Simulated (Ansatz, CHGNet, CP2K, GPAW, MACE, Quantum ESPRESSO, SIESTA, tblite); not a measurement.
**Random packing of P38S62 (at. %) (64 atoms): other programs against plane waves**

Aim: forces, pressure of random packing of P38S62 (at. %) (64 atoms) at one geometry, from other programs and methods, against plane-wave PBE.

Results are calculated, not measured.

### 1. The structure

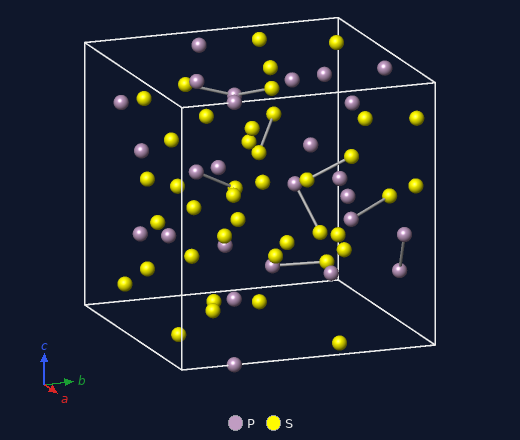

The cell (phosphorus pink, sulfur yellow). Bonds to atoms that aren't drawn are left out. Some periodic images of atoms are drawn too.

The cell holds 64 atoms (24 P and 40 S), with edges of 11.72, 11.72 and 11.72 Å. Recipe: 64 atoms (24 P, 40 S) packed at random in a cube at 2.09 g/cm³ and pushed apart as soft spheres; a start for melting by ab initio MD, not an equilibrated structure. Then every atom was moved at random, 0.02 Å r.m.s. a Cartesian component. The density is 2.09 g/cm³.

### 2. The reference input

Quantum ESPRESSO 7.5: Kohn-Sham DFT, PBE, SSSP efficiency 1.3.0 pseudopotentials, plane waves. Its input, pw.in:

```
&control
  calculation = 'scf'
  pseudo_dir = './pseudo'
  outdir = './tmp'
  disk_io = 'none'
  tprnfor = .true.
  tstress = .true.
/
&system
  ibrav = 0
  nat = 64
  ntyp = 2
  ecutwfc = 45
  ecutrho = 360
  nosym = .true.
  occupations = 'smearing'
  smearing = 'fd'
  degauss = 0.003675
/
&electrons
  conv_thr = 3.2e-07
  electron_maxstep = 100
  mixing_beta = 0.4
  mixing_mode = 'plain'
  diagonalization = 'david'
/
ATOMIC_SPECIES
P 30.974 P.upf
S 32.060 S.upf
CELL_PARAMETERS angstrom
11.72110 0.00000 0.00000
0.00000 11.72110 0.00000
0.00000 0.00000 11.72110
ATOMIC_POSITIONS crystal
P 0.76292 0.75897 0.44343
P 0.33098 0.20427 0.32643
P 0.00052 0.14374 0.75804
P 0.07822 0.42112 0.96907
[... 58 atom lines left out ...]
S 0.47114 0.40655 0.49593
S 0.90543 0.65851 0.01675
K_POINTS gamma
```

```console
$ OMP_NUM_THREADS=1 mpirun -np 4 pw.x -in pw.in > output.txt
```

The job ended after 3.9 min (4 MPI ranks of Arm Neoverse V2, shared host; peak memory 3.8 GiB).

It converged with an r.m.s. force component of 0.95 eV/Å and a pressure of -8.8 GPa.

### 3. The other programs

- CHGNet: machine-learned potential, published weights.
- CP2K 2026.2: Gaussian basis with GTH pseudopotentials and a plane-wave density; labels give functional, basis (MOLOPT sets; SR short-range, UZH the newer set with its own potentials), grid cutoff/relative cutoff and solver (OT: orbital transformation; TRS4, TC2, SIGN: linear-scaling purification with its sparsity filter), or its built-in tight binding.
- GPAW 26.7.0: PAW with atomic orbitals (LCAO), plane waves or a real-space grid of spacing h.
- MACE: machine-learned potential, published weights.
- SIESTA 5.4.2: numerical atomic orbitals, whose automatically made sets are far from complete, with PseudoDojo norm-conserving potentials that we converted to its format (checked against plane waves on the same files for H, C, O, Si, Ge and Ca alone); labels give functional, basis size, energy shift and mesh cutoff.
- tblite 0.8.0: extended tight binding, driven from Python.

All use the same cell and atoms, and the electronic-structure runs the same k-mesh.

### 4. Side by side

Differences are against the reference: forces as r.m.s. over components, share as that over the reference's r.m.s. force, slope as the fitted ratio of a run's forces to the reference's.

| run | Δ force, r.m.s. (meV/Å) | share (%) | slope | Δ pressure (GPa) | cores | CPU time | memory (GiB) |
| --- | --- | --- | --- | --- | --- | --- | --- |
| reference | - | - | - | - | 4 | 16 min | 3.8 |
| CHGNet 0.3.0 potential | 487 | 51.2 | 1.129 | -0.726 | 1 | 2.7 s | 0.61 |
| CHGNet r2SCAN potential | 503 | 52.9 | 1.075 | -0.380 | 1 | 3 s | 0.61 |
| CP2K BLYP, DZVP-MOLOPT-SR, 350/50 Ry, diagonalisation | 183 | 19.3 | 0.919 | 4.10 | 2 | 1.9 min | 2.1 |
| CP2K PBE, DZVP-MOLOPT-SR, 350/50 Ry, diagonalisation | 57.1 | 6.01 | 0.983 | 0.393 | 2 | 2.1 min | 2.1 |
| CP2K PBE, DZVP-UZH, 244/50 Ry, diagonalisation (coarse) | 63.1 | 6.64 | 0.974 | 0.552 | 2 | 2.3 min | 1.5 |
| CP2K PBE, DZVP-UZH, 350/50 Ry, diagonalisation | 63.1 | 6.64 | 0.974 | 0.552 | 4 | 2.4 min | 2.9 |
| CP2K PBE, DZVP-UZH, 489/50 Ry, diagonalisation | 63.1 | 6.64 | 0.974 | 0.552 | 4 | 3.4 min | 4.3 |
| CP2K PBE, SZV-MOLOPT-SR, 350/50 Ry, diagonalisation (coarse) | 777 | 81.7 | 0.715 | 6.89 | 1 | 1.8 min | 2 |
| CP2K PBE, TZVP-MOLOPT, 350/50 Ry, diagonalisation | 54.8 | 5.76 | 0.974 | 0.388 | 4 | 4.7 min | 3.0 |
| GPAW PBE, LCAO dzp, h 0.2 Å | 125 | 13.2 | 0.935 | - | 1 | 1.7 min | 1.2 |
| GPAW PBE, LCAO dzp, h 0.2 Å, other mixer settings | 128 | 13.5 | 0.934 | - | 1 | 2.4 min | 1.1 |
| GPAW PBE, LCAO dzp, h 0.22 Å (coarse) | 130 | 13.6 | 0.935 | - | 1 | 81 s | 0.85 |
| GPAW PBE, LCAO szp(dzp), h 0.2 Å (coarse) | 323 | 34.0 | 0.803 | - | 1 | 87 s | 1.2 |
| GPAW PBE, plane waves 550 eV | 7.90 | 0.831 | 0.994 | 0.0138 | 2 | 6.7 min | 1.5 |
| MACE MPA-0 medium potential | 283 | 29.8 | 0.955 | -0.430 | 1 | 6.1 s | 0.78 |
| SIESTA PBE, DZ, shift 0.01 Ry, mesh 300 Ry (coarse) | 875 | 92.1 | 0.454 | 6.02 | 1 | 85 s | 0.62 |
| SIESTA PBE, DZP, shift 0.01 Ry, mesh 300 Ry | 151 | 15.9 | 0.901 | -0.936 | 1 | 2.6 min | 0.92 |
| SIESTA PBE, DZP, shift 0.02 Ry, mesh 300 Ry | 140 | 14.7 | 0.926 | -5.02 | 1 | 2.1 min | 0.8 |
| SIESTA PBE, SZP, shift 0.01 Ry, mesh 300 Ry (coarse) | 369 | 38.9 | 0.754 | -0.0848 | 1 | 2.3 min | 0.83 |
| SIESTA PBE, TZP, shift 0.01 Ry, mesh 300 Ry | 118 | 12.4 | 0.920 | -1.29 | 2 | 3.8 min | 1.3 |
| tblite GFN1-xTB | 603 | 63.5 | 1.445 | -11.6 | 1 | 4.5 s | 0.14 |

Rows marked coarse were listed beforehand as settings not expected to be converged; some can still land near the reference.

Times of the machine-learned potentials are mostly Python's start and the loading of weights.

Runs without a result: CP2K GFN1-xTB, diagonalisation (not converged).

CPU time is summed over cores on shared hosts, so it is rough.

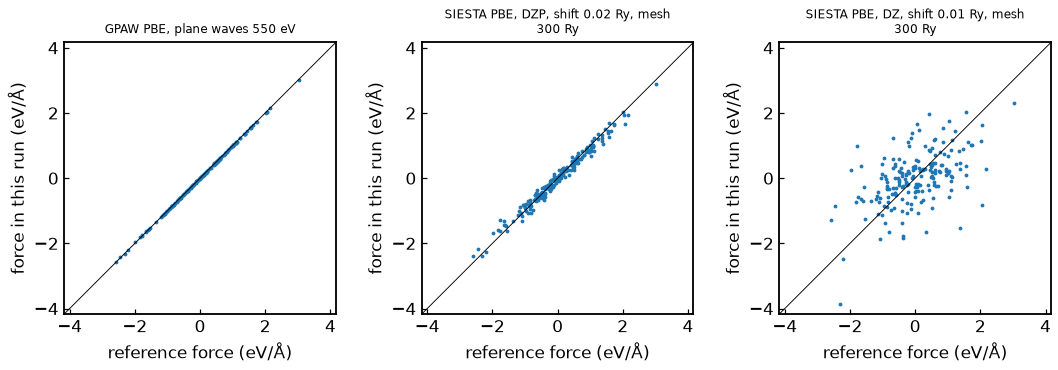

Force components against those of the reference; the line marks equality.

### 5. Findings

Forces lie from 0.83 % (GPAW PBE, plane waves 550 eV) to 92 % (SIESTA PBE, DZ, shift 0.01 Ry, mesh 300 Ry, coarse) of the reference's r.m.s. force of 0.95 eV/Å away from it. Other PBE runs on plane waves or a grid: GPAW PBE, plane waves 550 eV 0.83 % of the r.m.s. force; the reference has errors of its own, so differences under a few per cent don't tell which side is nearer the exact PBE result. The PBE runs in local orbitals, coarse settings apart, differ by 5.8 % (CP2K PBE, TZVP-MOLOPT, 350/50 Ry, diagonalisation) to 16 % (SIESTA PBE, DZP, shift 0.01 Ry, mesh 300 Ry); basis, grid and potentials can all enter. Tight binding differs by 63 % (tblite GFN1-xTB); it is another model, with fitted parameters of its own, and the xTB methods hold dispersion.

Machine-learned potentials differ by 30 % (MACE MPA-0 medium potential) to 53 % (CHGNet r2SCAN potential); they were trained on other programs' data, some at another functional. Rows with another functional or a dispersion term differ by 19 % (CP2K BLYP, DZVP-MOLOPT-SR, 350/50 Ry, diagonalisation), which mixes the change of model with differences of basis and potentials. Runs with settings chosen to be coarse differ by 6.6 % (CP2K PBE, DZVP-UZH, 244/50 Ry, diagonalisation) to 92 % (SIESTA PBE, DZ, shift 0.01 Ry, mesh 300 Ry), their programs' other errors included. From CP2K PBE, DZVP-UZH, 244/50 Ry, diagonalisation to the finer CP2K PBE, DZVP-UZH, 489/50 Ry, diagonalisation the share goes from 6.64 to 6.64 %, so the grid isn't what parts these runs from the reference. From GPAW PBE, LCAO dzp, h 0.22 Å to the finer GPAW PBE, LCAO dzp, h 0.2 Å, other mixer settings the share goes from 13.6 to 13.5 %, so the grid isn't what parts these runs from the reference. Pressures at PBE, coarse settings apart, lie -5.02 to +0.55 GPa from the reference's.

Caveats: Periodic xTB results under one method name differ between programs and library versions. The reference's pressure holds the uncorrected Pulay stress of its 45 Ry basis, so small pressure differences may be the reference's own error. Machine-learned potentials mimic data converged in k, so the reference's own k-point error enters their differences. The electronic-structure runs sample only Γ, in a cell whose shortest periodic width is 12 Å, which is coarse for a cell with partly filled levels. The reference's pressure of -8.8 GPa reflects the volume that the recipe set, positions that aren't this level's minimum and the basis. CP2K warns in some runs that its smearing reaches the highest orbitals computed, so too few empty orbitals were added. The reference has no spin polarisation, so local moments can't form. Where levels are smeared, the DFT runs use Fermi–Dirac occupations at 580 K (0.05 eV), and energies are free energies. The atoms were displaced at random, and shares hang on the size of the forces that this gives. The reference's cutoffs and mesh weren't converged further here.

[Logs are printed without paths, hosts, clocks, repeated set-up lines and the standing remarks that a program may print on its own settings, such as how far it seeks lower states.]

[Hosts, paths, dates, database ids (printed as entryN), source tags and the programs' standing remarks are cut or masked in the printed files.]

[Cells were taken only where this reference lay near another plane-wave run.]
